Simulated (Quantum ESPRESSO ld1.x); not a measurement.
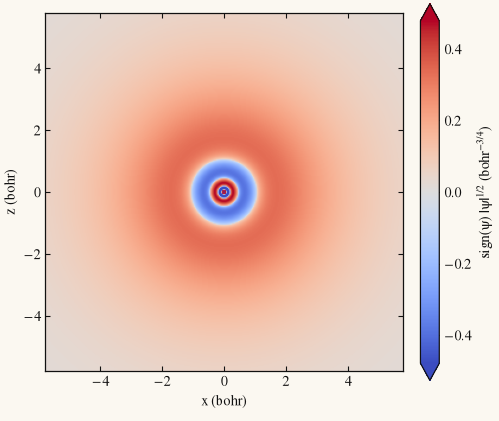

Figure 1. The 6s orbital of down spin. In the xz plane through the nucleus, the colour gives the signed square root of ψ. The radial function comes from the spherical calculation and is multiplied by a real spherical harmonic; the overall sign is chosen so that the largest lobe of P(r) is positive; at the scalar-relativistic level it is the large component. It has no angular node and 5 radial nodes, at r = 0.0194, 0.0780, 0.201, 0.455 and 1.07 bohr; only the outer 2 can be made out at this scale. The outermost maximum of P² lies at 2.06 bohr, ⟨r⟩ = 2.42 bohr, 90 % of the charge lies within 3.57 bohr, and the eigenvalue is −10.7 eV, with 1 electron in the shell for this spin.

**Hg: atomic calculation**

- system: the neutral mercury atom in the configuration [Xe] 4f14 5d8 6s2 6p2 (high spin).
- method: scalar-relativistic Kohn-Sham, LDA (Slater exchange, Perdew-Wang correlation), spin-polarised, spherical densities, point nucleus (Quantum ESPRESSO ld1.x 7.5)

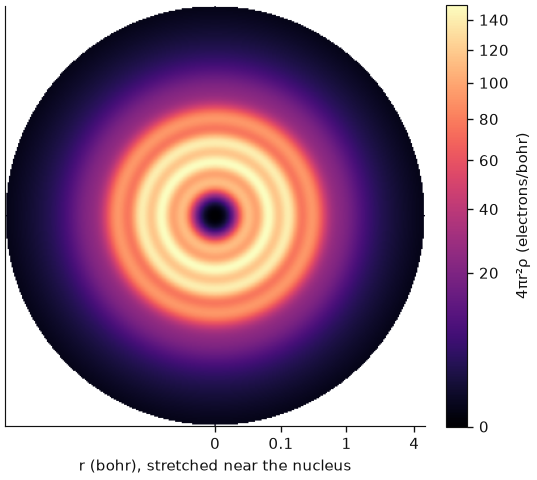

Figure 2. The radial density 4πr²ρ as a disc about the nucleus, with the radius drawn as r to the power 0.3. There are 4 maxima, at r = 0.0110, 0.0511, 0.142 and 0.369 bohr, parted by minima at 0.0214, 0.0916 and 0.261 bohr, inside which lie 1.9, 11.0 and 30.1 electrons. The configuration has 6 principal shells, so not every shell has a maximum of its own.

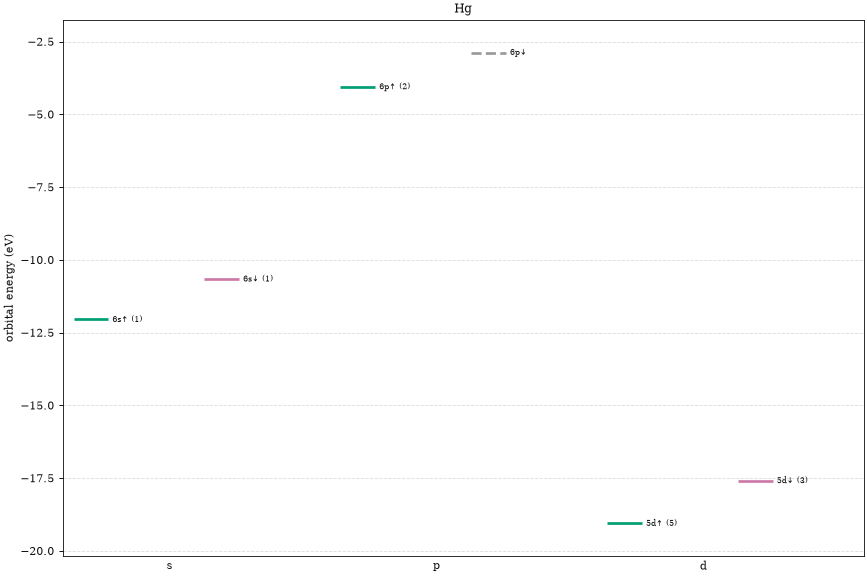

Figure 3. The outer levels are drawn by angular momentum (occupations in brackets, up spins at the left of each column and down spins at the right, empty levels dashed). The highest occupied level is 6p up at −4.05 eV. The highest 3 occupied levels, from the top down, are 6p up (−4.05 eV), 6s down (−10.7 eV), 6s up (−12.1 eV). The lowest empty level drawn is 6p down at −2.89 eV. The largest exchange splitting (down less up) among the shells drawn in both spins is that of 5d, 1.47 eV. The open 5d shell lies under a filled one.

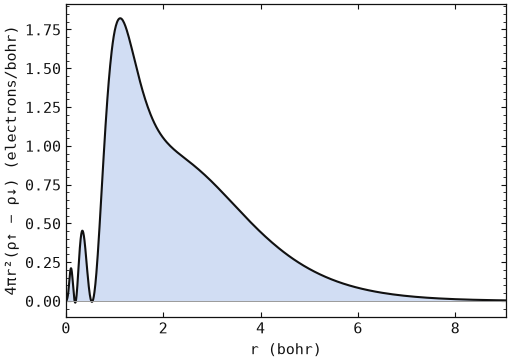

Figure 4. The radial spin density. The curve integrates to 4 unpaired electrons, held by 5d (+2) and 6p (+2). Its largest value, 1.82 electrons/bohr, lies near r = 1.1 bohr. Regions of the opposite sign are negligible.

Input and output of the run follow.

Input:
```
 &input
    atom='Hg',
    iswitch=1,
    rel=1,
    lsd=1,
    dft='PW',
    config='[Xe] 4f14 5d8 6s2 6p2',
    prefix='ld1',
    max_out_wfc=37,
    file_charge='ld1.rho',
 /
```

The program's output:
```
     Program LD1 v.7.5 starts

     --------------------------- All-electron run ----------------------------

     scalar relativistic calculation

     atomic number is 80.00
     dft =PW   lsd =1 sic =0 latt =0  beta=0.20 tr2=1.0E-14
     Exchange-correlation= PW
                           (   1   4   0   0   0   0   0)
     mesh =2125 r(mesh) = 100.48147 a.u. xmin = -8.00 dx = 0.00800
     1 Ry =  13.60569312 eV, c = 137.03599908

     n l     nl                  e(Ry)          e(Ha)          e(eV)
     1 0     1S 1( 1.00)     -6110.1389     -3055.0695    -83132.6753
     2 0     2S 1( 1.00)     -1083.6838      -541.8419    -14744.2696
     2 1     2P 1( 3.00)      -934.8309      -467.4155    -12719.0229
     3 0     3S 1( 1.00)      -257.7509      -128.8754     -3506.8792
     3 1     3P 1( 3.00)      -214.7581      -107.3791     -2921.9334
     4 0     4S 1( 1.00)       -57.2506       -28.6253      -778.9344
     4 1     4P 1( 3.00)       -43.1530       -21.5765      -587.1269
     3 2     3D 1( 5.00)      -169.4903       -84.7452     -2306.0332
     5 0     5S 1( 1.00)        -9.5202        -4.7601      -129.5287
     5 1     5P 1( 3.00)        -5.6872        -2.8436       -77.3780
     4 2     4D 1( 5.00)       -26.4361       -13.2181      -359.6820
     4 3     4F 1( 7.00)        -7.8884        -3.9442      -107.3275
     5 2     5D 1( 5.00)        -1.4008        -0.7004       -19.0590
     6 0     6S 1( 1.00)        -0.8858        -0.4429       -12.0514
     6 1     6P 1( 2.00)        -0.2980        -0.1490        -4.0538
     1 0     1S 2( 1.00)     -6110.1370     -3055.0685    -83132.6491
     2 0     2S 2( 1.00)     -1083.6707      -541.8353    -14744.0910
     2 1     2P 2( 3.00)      -934.8193      -467.4097    -12718.8646
     3 0     3S 2( 1.00)      -257.7433      -128.8717     -3506.7765
     3 1     3P 2( 3.00)      -214.7501      -107.3751     -2921.8245
     4 0     4S 2( 1.00)       -57.2360       -28.6180      -778.7349
     4 1     4P 2( 3.00)       -43.1381       -21.5691      -586.9244
     3 2     3D 2( 5.00)      -169.4796       -84.7398     -2305.8877
     5 0     5S 2( 1.00)        -9.4381        -4.7191      -128.4125
     5 1     5P 2( 3.00)        -5.5917        -2.7959       -76.0791
     4 2     4D 2( 5.00)       -26.4187       -13.2094      -359.4450
     4 3     4F 2( 7.00)        -7.8658        -3.9329      -107.0190
     5 2     5D 2( 3.00)        -1.2929        -0.6464       -17.5903
     6 0     6S 2( 1.00)        -0.7835        -0.3918       -10.6607
     6 1     6P 2( 0.00)        -0.2124        -0.1062        -2.8899

     final scf error:  2.2E-15 reached in  28 iterations

     Etot =  -39222.302314 Ry,  -19611.151157 Ha, -533646.608866 eV
     Total magnetization:    4.00 Bohr mag.

     Ekin =   44032.047338 Ry,   22016.023669 Ha,  599086.523663 eV
     Encl =  -97684.452964 Ry,  -48842.226482 Ha,-1329064.689922 eV
     Eh   =   15148.292528 Ry,    7574.146264 Ha,  206103.019474 eV
     Exc  =    -718.189216 Ry,    -359.094608 Ha,   -9771.462082 eV

     normalization and overlap integrals

     s(1S/1S) =  1.000000  <r> =   0.0166  <r2> =    0.0004  r(max) =   0.0102
     s(1S/2S) = -0.038463
     s(1S/3S) = -0.016868
     s(1S/4S) = -0.008362
     s(1S/5S) = -0.003785
     s(1S/6S) = -0.001313
     s(2S/2S) =  1.000000  <r> =   0.0700  <r2> =    0.0058  r(max) =   0.0590
     s(2S/3S) = -0.010871
     s(2S/4S) = -0.005135
     s(2S/5S) = -0.002300
     s(2S/6S) = -0.000796
     s(2P/2P) =  1.000000  <r> =   0.0633  <r2> =    0.0049  r(max) =   0.0491
     s(2P/3P) = -0.008483
     s(2P/4P) = -0.003796
     s(2P/5P) = -0.001573
     s(2P/6P) = -0.000419
     s(3S/3S) =  1.000000  <r> =   0.1808  <r2> =    0.0374  r(max) =   0.1670
     s(3S/4S) = -0.003749
     s(3S/5S) = -0.001621
     s(3S/6S) = -0.000558
     s(3P/3P) =  1.000000  <r> =   0.1822  <r2> =    0.0385  r(max) =   0.1670
     s(3P/4P) = -0.003141
     s(3P/5P) = -0.001258
     s(3P/6P) = -0.000334
     s(4S/4S) =  1.000000  <r> =   0.3994  <r2> =    0.1801  r(max) =   0.3746
     s(4S/5S) = -0.001144
     s(4S/6S) = -0.000387
     s(4P/4P) =  1.000000  <r> =   0.4258  <r2> =    0.2060  r(max) =   0.3961
     s(4P/5P) = -0.000901
     s(4P/6P) = -0.000236
     s(3D/3D) =  1.000000  <r> =   0.1651  <r2> =    0.0319  r(max) =   0.1356
     s(3D/4D) = -0.002295
     s(3D/5D) = -0.000706
     s(5S/5S) =  1.000000  <r> =   0.8976  <r2> =    0.9032  r(max) =   0.8269
     s(5S/6S) = -0.000228
     s(5P/5P) =  1.000000  <r> =   1.0297  <r2> =    1.1970  r(max) =   0.9249
     s(5P/6P) = -0.000132
     s(4D/4D) =  1.000000  <r> =   0.4492  <r2> =    0.2331  r(max) =   0.4025
     s(4D/5D) = -0.000555
     s(4F/4F) =  1.000000  <r> =   0.4825  <r2> =    0.2809  r(max) =   0.3657
     s(5D/5D) =  1.000000  <r> =   1.3994  <r2> =    2.2872  r(max) =   1.1388
     s(6S/6S) =  1.000000  <r> =   2.4062  <r2> =    6.5672  r(max) =   2.0585
     s(6P/6P) =  1.000000  <r> =   3.3831  <r2> =   13.2380  r(max) =   2.7455
     s(1S/1S) =  1.000000  <r> =   0.0166  <r2> =    0.0004  r(max) =   0.0102
     s(1S/2S) = -0.038463
     s(1S/3S) = -0.016868
     s(1S/4S) = -0.008362
     s(1S/5S) = -0.003795
     s(1S/6S) = -0.001304
     s(2S/2S) =  1.000000  <r> =   0.0700  <r2> =    0.0058  r(max) =   0.0590
     s(2S/3S) = -0.010871
     s(2S/4S) = -0.005134
     s(2S/5S) = -0.002306
     s(2S/6S) = -0.000791
     s(2P/2P) =  1.000000  <r> =   0.0633  <r2> =    0.0049  r(max) =   0.0491
     s(2P/3P) = -0.008483
     s(2P/4P) = -0.003796
     s(2P/5P) = -0.001578
     s(2P/6P) = -0.000399
     s(3S/3S) =  1.000000  <r> =   0.1808  <r2> =    0.0374  r(max) =   0.1670
     s(3S/4S) = -0.003749
     s(3S/5S) = -0.001626
     s(3S/6S) = -0.000555
     s(3P/3P) =  1.000000  <r> =   0.1822  <r2> =    0.0385  r(max) =   0.1670
     s(3P/4P) = -0.003141
     s(3P/5P) = -0.001261
     s(3P/6P) = -0.000317
     s(4S/4S) =  1.000000  <r> =   0.3994  <r2> =    0.1801  r(max) =   0.3746
     s(4S/5S) = -0.001147
     s(4S/6S) = -0.000384
     s(4P/4P) =  1.000000  <r> =   0.4257  <r2> =    0.2060  r(max) =   0.3961
     s(4P/5P) = -0.000904
     s(4P/6P) = -0.000224
     s(3D/3D) =  1.000000  <r> =   0.1651  <r2> =    0.0319  r(max) =   0.1356
     s(3D/4D) = -0.002296
     s(3D/5D) = -0.000708
     s(5S/5S) =  1.000000  <r> =   0.8962  <r2> =    0.9003  r(max) =   0.8269
     s(5S/6S) = -0.000227
     s(5P/5P) =  1.000000  <r> =   1.0280  <r2> =    1.1931  r(max) =   0.9249
     s(5P/6P) = -0.000126
     s(4D/4D) =  1.000000  <r> =   0.4491  <r2> =    0.2329  r(max) =   0.4025
     s(4D/5D) = -0.000557
     s(4F/4F) =  1.000000  <r> =   0.4818  <r2> =    0.2799  r(max) =   0.3657
     s(5D/5D) =  1.000000  <r> =   1.3984  <r2> =    2.2861  r(max) =   1.1388
     s(6S/6S) =  1.000000  <r> =   2.4230  <r2> =    6.6784  r(max) =   2.0585
     s(6P/6P) =  1.000000  <r> =   3.5664  <r2> =   14.9386  r(max) =   2.7676

     ------------------------ End of All-electron run ------------------------
```

Results in brief:

- outcome: converged
- total energy: −19611.1512 hartree
- kinetic energy: 22016.0237 hartree
- electron–nucleus energy: −48842.2265 hartree
- Hartree energy: 7574.1463 hartree
- exchange–correlation energy: −359.094608 hartree
- radius at density 0.001 e/bohr³: 4.82 bohr
- SCF iterations: 28
- hardware: 1 CPU thread, shared host
- wall time: 0.96 s
